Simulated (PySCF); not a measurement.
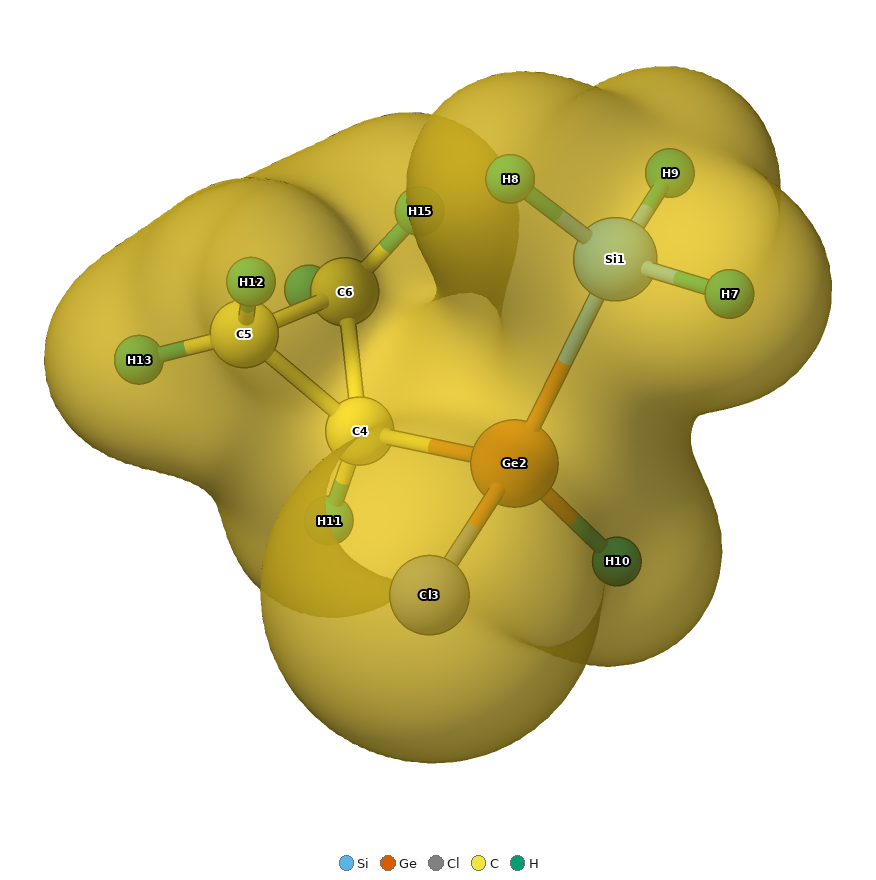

The picture shows: C$_{3}$H$_{9}$ClGeSi. Isosurface of the total electron density at 0.05 e/Å³ (yellow), seen at an oblique angle.

Geometry: GFN2-xTB.

These are results of CAM-B3LYP/def2-SVPD, SCF density, gas phase in PySCF 2.14.0, not measurements.

Input file:

```
{"job": {"kind": "uv", "xc": "CAM-B3LYP", "basis": "def2-SVPD", "nstates": 8, "ntriplets": 3}, "charge": 0, "multiplicity": 1}
Si     2.343966     0.233228     0.376917
Ge     0.680883    -0.833712    -0.928486
Cl     0.636285    -2.941864    -0.591671
C     -1.169628    -0.215694    -0.597333
C     -1.664551    -0.129511     0.818311
C     -1.409567     1.119794     0.047308
H      3.673059    -0.276499     0.046378
H      2.086932     0.015136     1.801344
H      2.312878     1.671889     0.112703
H      0.885568    -0.744327    -2.453893
H     -1.904652    -0.521631    -1.334033
H     -0.979331    -0.381520     1.616970
H     -2.686573    -0.410736     1.025459
H     -2.256631     1.702588    -0.284798
H     -0.553052     1.720849     0.322913
```

Command:

```sh
OMP_NUM_THREADS=1 python probes_run.py task.json out
```

Q: Which contacts does the surface bridge?

A: At this value the surface is in one piece. It bridges the sampled C–C (1.49 Å), C–Ge (1.98 Å), Ge–Cl (2.14 Å) and Si–Ge (2.37 Å) contacts, where the density stays above the isovalue. On the grid the lowest density along these lines, outside the cores, is 1.6 e/Å³ (C–C, 1.49 Å), 0.85 e/Å³ (C–Ge, 1.98 Å), 0.68 e/Å³ (Ge–Cl, 2.14 Å) and 0.61 e/Å³ (Si–Ge, 2.37 Å).
